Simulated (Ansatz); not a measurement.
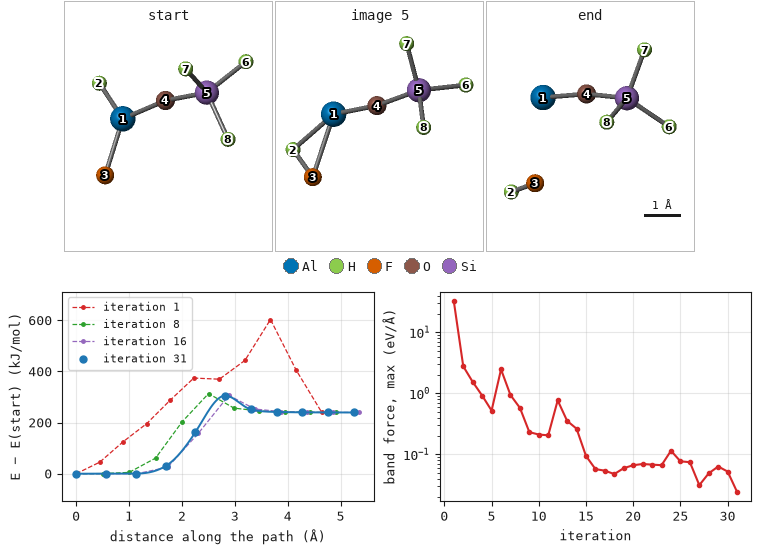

A nudged-elastic-band calculation for AlSiH$_{4}$OF. Images are numbered from 0 (start) to 10 (end). The plot follows the band through its iterations. A ball-and-stick model, seen from a free direction.

These are results of Ansatz, RKS PBE0-D4/6-31G*, not measurements. Settings: 9 movable images; climbing image; force threshold 0.03 eV/Å; iteration limit 60; starting path through a guess of the saddle point.

### Did the band converge, and can the barrier be trusted?

The result is final at these settings. The band converged in 31 iterations. The largest component of the band force went from 32 to 0.024 eV/Å. The climbing image converged on the top of the path. Its vibrational analysis gives one imaginary mode (1247i cm⁻¹), as a transition state must have. The first iteration put the highest image at 603.3 kJ/mol. The highest point, image 5, lies 305.4 kJ/mol above the start and 65.9 kJ/mol above the end; the end is at +239.5 kJ/mol relative to the start.

Cost: 5.7 min on 1 thread of AMD EPYC 9R45 96-Core Processor (Zen 5), on a shared host, peak memory 0.2 GiB.
